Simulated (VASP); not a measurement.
Band structure of CdF$_{2}$ (fluorite). These are PBE GGA with D4 dispersion, VASP's PBE PAW potentials (set 64) (plane waves; VASP) values and carry that method's errors.

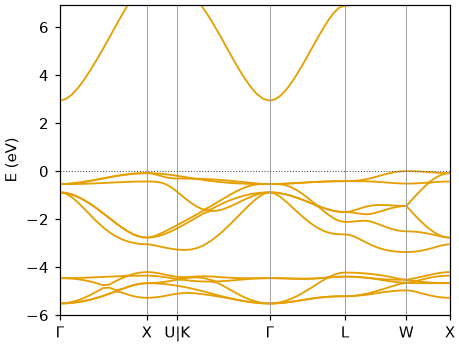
Figure: Bands along high-symmetry lines, zero at the valence-band maximum or, without a gap, the Fermi level

### Question
Read the plot: is there a gap, and where are the band edges?

### Answer
The gap is indirect, 2.94 eV, from the valence maximum at W to the conduction minimum at Γ. (Edges off the drawn lines would not show.)

Measured: gap 7.80 eV (computed value off by -4.86 eV), as given by Giancarlo Cappellini et al., Physical Review B (2013), arXiv:1302.2571.

The compound is CdF2 in the fluorite structure. It was relaxed first.
